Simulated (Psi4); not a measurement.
# TPSS/6-311+G(d,p) run of [SF3]+ (SMILES F[S+](F)F)

Aim: the vertical ionisation energy of [SF3]+ at TPSS/6-311+G**, from 2 runs. 

The calculation is run with Psi4 1.11.

4 further runs of the same task are left out: 4 that didn't finish.

## (1) Starting point

[SF3]+: 4 atoms, total charge +1, spin state singlet. SMILES: `F[S+](F)F`. The coordinates come from a PBE0-D4/def2-TZVP relaxation.

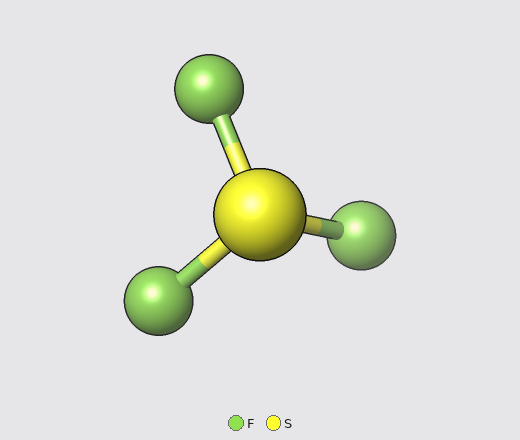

The structure, seen from a chosen angle (fluorine green, sulfur yellow).

## (2) The energy at TPSS/6-311+G(d,p)

Contents of input.dat:

```
memory 2.2 GB

molecule molecule1 {
  1 1
  F      1.17733717     0.36099438     2.20674658
  S      0.81781677    -0.11066236    -0.57020596
  F     -1.03069442    -2.26287145    -0.45088865
  F     -0.96445952     2.01253943    -1.18565197
  units au
  symmetry c1
}

set basis 6-311+G**
set reference rks
set puream true
set e_convergence 1e-09
set d_convergence 1e-08
set scf_type pk
set dft_radial_points 99
set dft_spherical_points 590

result, w = energy("tpss", return_wfn=True)
oeprop(w, "MAYER_INDICES", "LOWDIN_CHARGES", "MULLIKEN_CHARGES")
print_variables()
```

Launch:

```bash
$ psi4 -n 1 input.dat output.dat
```

output.dat:

```text
[...]
  Running in c1 symmetry.
[...]
  Nuclear repulsion =  208.144192277426129
[...]
  Multiplicity = 1
[...]
  Nalpha       = 21
  Nbeta        = 21
[...]
    Number of basis functions: 96
[...]
   @RKS iter   1:  -697.31964922709983    8.28221e-01   6.48519e-03 ADIIS/DIIS
[...]
   @RKS iter  10:  -697.43040503760233   -3.75167e-12   4.03301e-09 DIIS
[...]
    Orbital Energies [Eh]
    ---------------------
    Doubly Occupied:
       1A    -88.927645     2A    -24.787731     3A    -24.787728
       4A    -24.787727     5A     -8.298143     6A     -6.278851
       7A     -6.278851     8A     -6.268183     9A     -1.603170
      10A     -1.516093    11A     -1.516090    12A     -1.026496
      13A     -0.876593    14A     -0.876592    15A     -0.842204
      16A     -0.766162    17A     -0.766160    18A     -0.721909
      19A     -0.721907    20A     -0.703557    21A     -0.653697
[...]
  @RKS Final Energy:  -697.43040503760233
   => Energetics <=
    Nuclear Repulsion Energy =            208.1441922774261286
    One-Electron Energy =               -1366.3495697253640628
    Two-Electron Energy =                 517.6645455460381982
    DFT Exchange-Correlation Energy =     -56.8895731357025554
    Empirical Dispersion Energy =           0.0000000000000000
    VV10 Nonlocal Energy =                  0.0000000000000000
    Total Energy =                       -697.4304050376023270
[...]
 Multipole Moments:
 ------------------------------------------------------------------------------------
     Multipole            Electronic (a.u.)      Nuclear  (a.u.)        Total (a.u.)
 ------------------------------------------------------------------------------------
 L = 1.  Multiply by 2.5417464519 to convert [e a0] to [Debye]
 Dipole X            :         -0.0099869            0.5966121            0.5866253
 Dipole Y            :          0.0013492           -0.0807302           -0.0793810
 Dipole Z            :          0.0069761           -0.4159756           -0.4089994
 Magnitude           :                                                    0.7195214
[...]
  Mulliken Charges: (a.u.)
   Center  Symbol    Alpha    Beta     Spin     Total
       1     F     4.49571  4.49571  0.00000  0.00858
       2     S     7.51287  7.51287  0.00000  0.97426
       3     F     4.49571  4.49571  0.00000  0.00858
       4     F     4.49571  4.49571  0.00000  0.00857
   Total alpha = 21.00000, Total beta = 21.00000, Total charge =  1.00000
  Lowdin Charges: (a.u.)
   Center  Symbol    Alpha    Beta     Spin     Total
       1     F     4.60315  4.60315  0.00000 -0.20630
       2     S     7.19054  7.19054  0.00000  1.61891
[...]
```

Wall time 18 s (1 thread of Intel Xeon Platinum 8488C (Sapphire Rapids), shared host); peak memory 0.98 GiB.

## (3) Doublet [SF3]2+: energy and gradient at UTPSS/6-311+G(d,p)

Contents of f3s_ase.py:

```python
import numpy as np
from ase.calculators.psi4 import Psi4
from ase import Atoms

mol = Atoms(['F', 'S', 'F', 'F'], positions=[
    [0.623020, 0.191030, 1.167760],
    [0.432770, -0.058560, -0.301740],
    [-0.545420, -1.197460, -0.238600],
    [-0.510370, 1.064990, -0.627420],
])
calc = Psi4(atoms=mol, method='tpss', basis='6-311+G**', memory='2200MB', num_threads=1, charge=2, multiplicity=2, label='f3s', reference='uks')
calc.psi4.set_options({'puream': True, 'e_convergence': 1e-09, 'd_convergence': 1e-08, 'scf_type': 'pk', 'dft_radial_points': 99, 'dft_spherical_points': 590, 'maxiter': 100})
mol.calc = calc

forces = mol.get_forces()
print(f'energy: {mol.get_potential_energy():.6f} eV')
print('forces / eV A^-1')
print(np.round(forces, 5))
```

Launch:

```bash
$ python f3s_ase.py
```

f3s.dat:

```text
[...]
  Running in c1 symmetry.
[...]
  Nuclear repulsion =  208.144192226354278
[...]
  Multiplicity = 2
[...]
  Nalpha       = 21
  Nbeta        = 20
[...]
    Number of basis functions: 96
[...]
   @UKS iter   1:  -696.45681248188725    1.69106e+00   6.62151e-03 DIIS/ADIIS
[...]
   @UKS iter  14:  -696.62316446149578    0.00000e+00   1.62034e-09 DIIS
[...]
   @S^2 Observed:                7.534434580E-01
[...]
    Orbital Energies [Eh]
    ---------------------
    Alpha Occupied:
       1A    -89.313606     2A    -25.139694     3A    -25.139692
       4A    -25.139691     5A     -8.676655     6A     -6.656334
       7A     -6.656334     8A     -6.654460     9A     -1.937521
      10A     -1.850043    11A     -1.850042    12A     -1.365175
      13A     -1.204335    14A     -1.204335    15A     -1.177243
      16A     -1.088867    17A     -1.088866    18A     -1.043397
      19A     -1.043397    20A     -1.021397    21A     -1.017057
    Alpha Virtual:
      22A     -0.716168    23A     -0.716167    24A     -0.604573
      25A     -0.386322    26A     -0.316333    27A     -0.304768
[...]
  @UKS Final Energy:  -696.62316446149578
   => Energetics <=
    Nuclear Repulsion Energy =            208.1441922263542779
    One-Electron Energy =               -1351.7514247474750846
    Two-Electron Energy =                 503.3982621256943730
    DFT Exchange-Correlation Energy =     -56.4141940660694488
    Empirical Dispersion Energy =           0.0000000000000000
    VV10 Nonlocal Energy =                  0.0000000000000000
    Total Energy =                       -696.6231644614957759
[...]
 Multipole Moments:
 ------------------------------------------------------------------------------------
     Multipole            Electronic (a.u.)      Nuclear  (a.u.)        Total (a.u.)
 ------------------------------------------------------------------------------------
 L = 1.  Multiply by 2.5417464519 to convert [e a0] to [Debye]
 Dipole X            :          0.2458785            0.5966121            0.8424906
 Dipole Y            :         -0.0332702           -0.0807302           -0.1140004
 Dipole Z            :         -0.1714343           -0.4159756           -0.5874099
 Magnitude           :                                                    1.0333619
[...]
  -Total Gradient:
     Atom            X                  Y                   Z
    ------   -----------------  -----------------  -----------------
       1       -0.034482695715    -0.003631023863    -0.024448290853
       2        0.033736967912    -0.004560453377    -0.023515880219
       3        0.000859551385     0.038437098679     0.018137732871
       4       -0.000114851781    -0.030139811350     0.029930969837
[...]
```

The script printed:

```text
energy: -18956.081842 eV
forces / eV A^-1
[[ 1.77317  0.18671  1.25718]
 [-1.73482  0.23451  1.20924]
 [-0.0442  -1.97652 -0.93268]
 [ 0.00591  1.54985 -1.53911]]
```

Wall time 41 s (1 thread of Intel Xeon Platinum 8488C (Sapphire Rapids), shared host); peak memory 0.98 GiB.

## (4) What came out

At TPSS/6-311+G**:

```
                                            quantity          value
                        singlet [SF3]+: total energy  -697.43041 Eh
                         singlet [SF3]+: HOMO energy      -17.79 eV
                         singlet [SF3]+: LUMO energy      -10.20 eV
                       singlet [SF3]+: HOMO–LUMO gap        7.59 eV
                       doublet [SF3]2+: total energy  -696.62316 Eh
 doublet [SF3]2+: HOMO energy (highest over α and β)      -27.65 eV
  doublet [SF3]2+: LUMO energy (lowest over α and β)      -26.11 eV
                               doublet [SF3]2+: ⟨S²⟩          0.753
           doublet [SF3]2+: largest force on an atom     2.186 eV/Å
vertical ionisation energy (to the doublet dication)      21.966 eV
```

In words: The vertical ionisation energy comes to 21.97 eV (507 kcal/mol). The negative HOMO energy of the first species, 17.79 eV, lies 4.18 eV below that difference.
